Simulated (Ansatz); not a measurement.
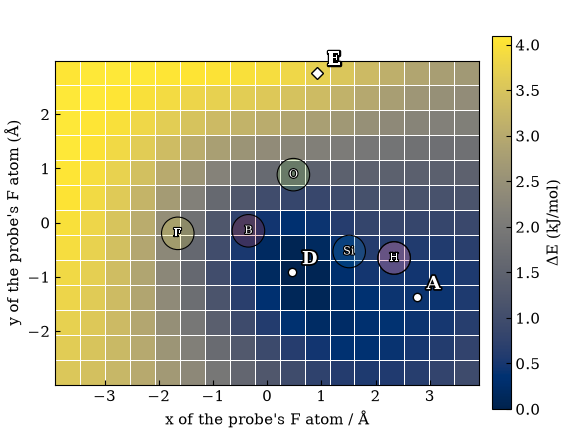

BFH₂OSi (SMILES FB1O[SiH2]1) with the probe HF. The probe is moved over a plane parallel to the molecule's main plane, 3.91 Å above it. Coordinates scanned: (1) x of the probe's F atom; (2) y of the probe's F atom. Nothing is relaxed (molecule and probe rigid, the probe upright with F nearest the plane). The grid has 17 × 13 points. Energies: kJ/mol, counted from the lowest grid point. All numbers below come from RHF/def2-SVPD (Ansatz).

In the figure: one coloured cell a grid point, labelled circles for the molecule's atoms, projected on the plane, lettered points.

Q: What kind of point is each of A, D: minimum, saddle, maximum or slope?

A: A: saddle point; D: minimum. (In these two coordinates alone; a stationary point may lie a little off the grid point.)

Q: Rank the lettered points by energy, lowest first.

A: D (0.00 kJ/mol), A (0.42 kJ/mol), E (3.70 kJ/mol).
